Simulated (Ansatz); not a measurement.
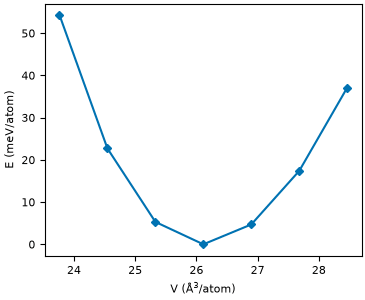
*Sb (hcp (Mg type), P6_3/mmc) under volume change, DFT-PBEsol in the program Ansatz with PAW potentials, shape and atoms relaxed at each volume.*

Question: What does a third-order Birch–Murnaghan fit give for V₀, B₀ and B′?

Answer: V₀ = 26.12 Å³/atom, B₀ = 67.4 GPa, B′ = 5.0.

The workflow started from an entry of the Crystallography Open Database (COD), which files this formula under 5 space groups. It is not the phase usual at ambient conditions (space group No. 166). The PBEsol relaxation kept the symmetry of its start; its stability against distortions is not shown here. Scalar-relativistic: spin–orbit coupling is off unless named, which matters more the heavier the elements.

Potentials: the later of the program's two PAW sets.
